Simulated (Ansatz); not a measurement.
# C2H6Al2: what the fields show

```xyz
10

Al   -1.2870    0.9688   -0.4976
C    -0.6012   -0.7212   -0.1165
C     0.4471   -0.9096    0.9676
Al    1.1635    0.3868   -0.2786
H    -2.3868    1.8504   -1.1914
H     0.1474    1.8085    0.0348
H    -0.9205   -1.6083   -0.6598
H     0.9385   -1.8826    0.9414
H     0.1688   -0.6464    1.9838
H     2.4135    0.7023   -1.1809
```

Geometry: PBE0-D4/def2-TZVP.

Computed with RKS PBE0-D4/def2-TZVPP (Ansatz 0.2.0).

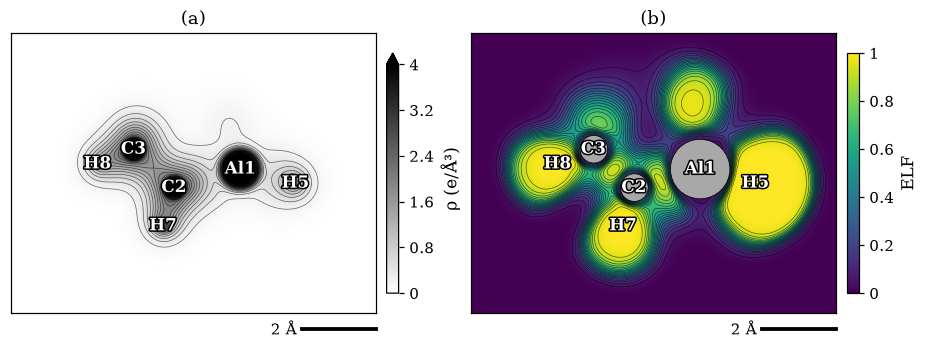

Figure 1. (a) electron density; (b) ELF on the plane of atoms C3, C2 and H7. Grey discs cover the atomic cores in the ELF map.

What does the map show?

Answer.
- The section cuts through Al, C and H sites.
- C–C (1.52 Å): ρ is about 1.6 e/Å³ halfway; the ELF peaks at about 0.90 between the atoms: a covalent bond.
- C–Al (1.86 Å): ρ is about 0.78 e/Å³ halfway; the ELF peaks at about 0.90 between the atoms (a shared but strongly polarised pair).
- C–H (1.09 Å): ρ is about 2 e/Å³ halfway; the ELF climbs to about 1 towards the hydrogen, as it does in any bond to H (a covalent bond by its length).
- Al–H (1.57 Å): the density is about 0.57 e/Å³ at the midpoint; the ELF climbs to about 1 towards the hydrogen.

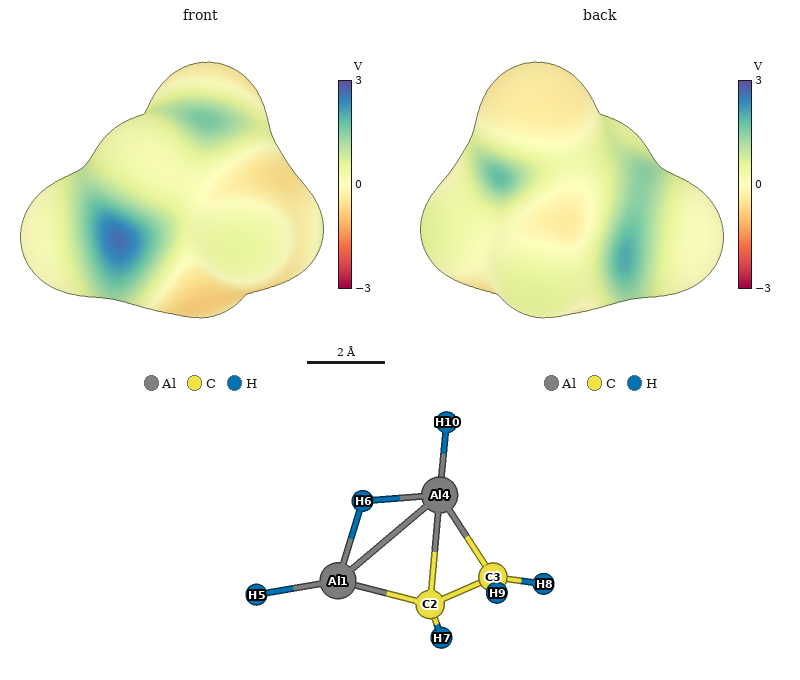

Figure 2. The molecular electrostatic potential painted on the density surface at 0.002 e/bohr³, seen from the front and from behind; red is negative and blue positive. The bare structure is drawn below in the same view.

Which sites attract a positive test charge, and which a negative one?

Answer. A positive charge is drawn to the negative regions and a negative charge to the positive ones. The most negative region (about −0.8 V) lies over C2 and C3, the most positive (about +2.5 V) over Al1.

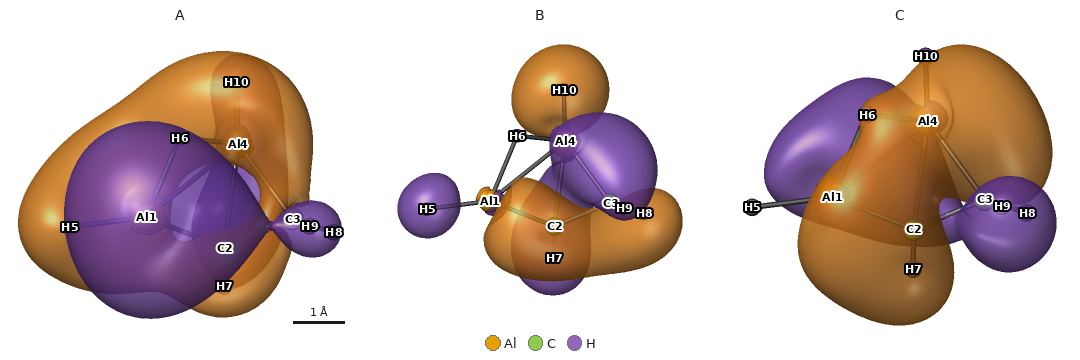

Figure 3. Three frontier orbitals at ±0.06 Å⁻³ᐟ² (orange and purple are the two phases), in no order.

Which picture is the HOMO−1, the HOMO and the LUMO?

Answer. B is the HOMO−1 (−7.70 eV). Its weight (Hirshfeld) is mainly on C3 (about 30 %), C2 (about 25 %), Al4 (about 15 %), H10 (about 10 %), Al1 (about 10 %) and H7 (about 5 %). C is the HOMO (−5.68 eV). By Hirshfeld shares it lies mainly on C2 (about 25 %), Al4 (about 25 %), Al1 (about 20 %) and C3 (about 20 %). A is the LUMO (−1.39 eV). It lies mainly on Al1 (about 55 %), Al4 (about 15 %) and C2 (about 10 %).

What is the HOMO–LUMO gap?

Answer. 4.29 eV between the orbital energies.

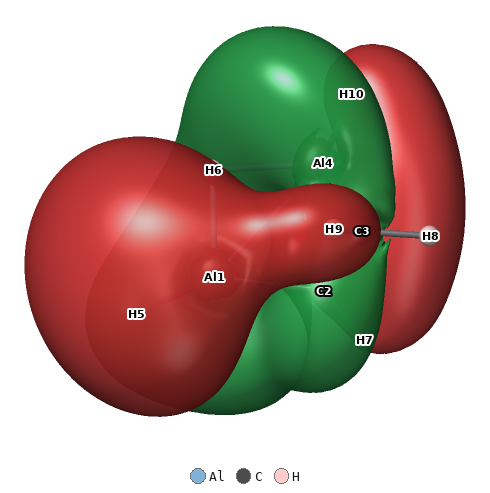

Figure 4. The LUMO at ±0.04 Å⁻³ᐟ² (green and red are the two phases), seen at a tilt.

Where does this orbital lie, and at what energy?

Answer. Its weight (Hirshfeld) is mainly on Al1 (about 55 %), Al4 (about 15 %) and C2 (about 10 %). Its energy is −1.39 eV.
